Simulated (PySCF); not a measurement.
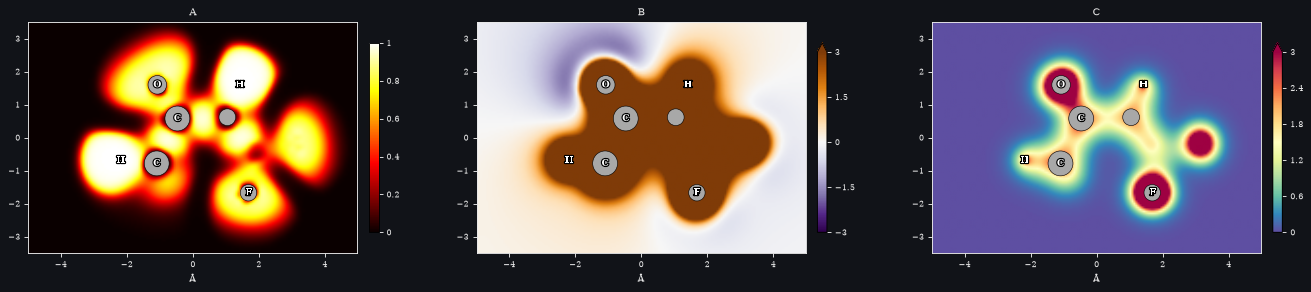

C$_{4}$H$_{5}$F$_{3}$O (4,4,4‐trifluorobutan‐2‐one): 3 fields on the plane of atoms C2, C1 and H11, with unlabelled colour scales. Grey discs cover the atomic cores.

Geometry: GFN2-xTB.

Theory: PBE0/pcSseg-1, SCF density, gas phase, non-relativistic (PySCF 2.14.0).

Question: Which field does each panel show? The fields are: electron density, electron localisation function and electrostatic potential.

Answer: Panel A: electron localisation function. Panel B: electrostatic potential (strongly positive close to the atoms, with negative regions outside electron-rich atoms). Panel C: electron density. From the grid: C–O (1.20 Å): ρ at the midpoint is about 3.4 e/Å³; the ELF peaks at about 0.85 between the atoms: a short, multiple covalent bond. C–C (1.50 Å): the density is about 1.8 e/Å³ at the midpoint; the ELF peaks at about 0.95 between the atoms (a shared electron pair).
